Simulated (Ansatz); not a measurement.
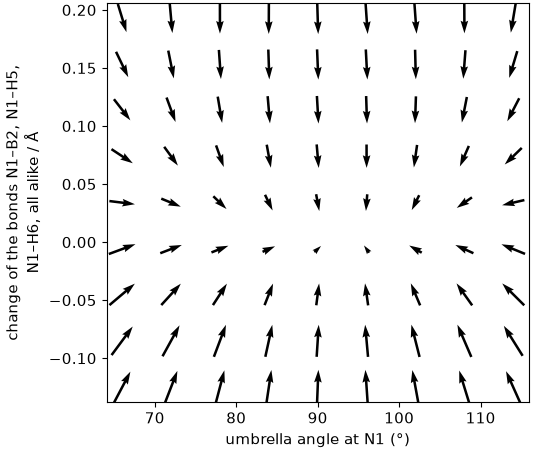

AlB2H4N, SMILES N[B]1[BH][AlH]1. First axis: umbrella angle at N1 (between each of its bonds and their common axis; 90 is planar). Second axis: change of the bonds N1–B2, N1–H5, N1–H6, all alike. Nothing is relaxed (all other coordinates rigid). Grid: 9 × 9 points. Points are written as (first, second). These are results of RKS B3LYP-D4/def2-TZVP (Ansatz), not measurements.

Drawn: arrows along the force (downhill), their lengths compressed.

Question: The arrows alone are given. Where is the energy lowest?

Answer: The arrows converge at about (94°, 0.000 Å) (read from the interpolated surface).

The energy map of the same scan:

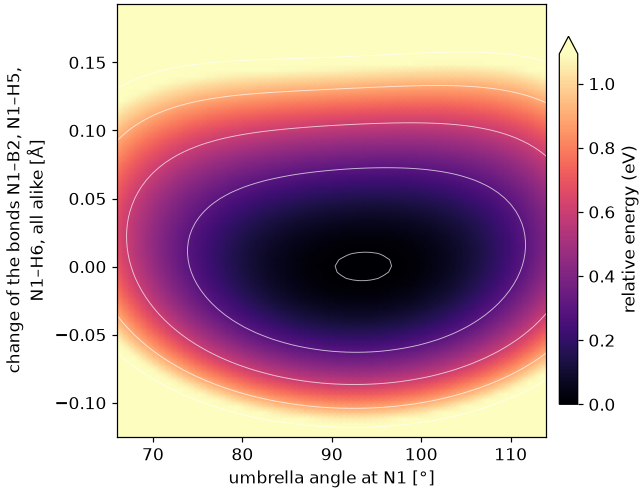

Energies are in eV, from the lowest grid point; between grid points the surface is interpolated.
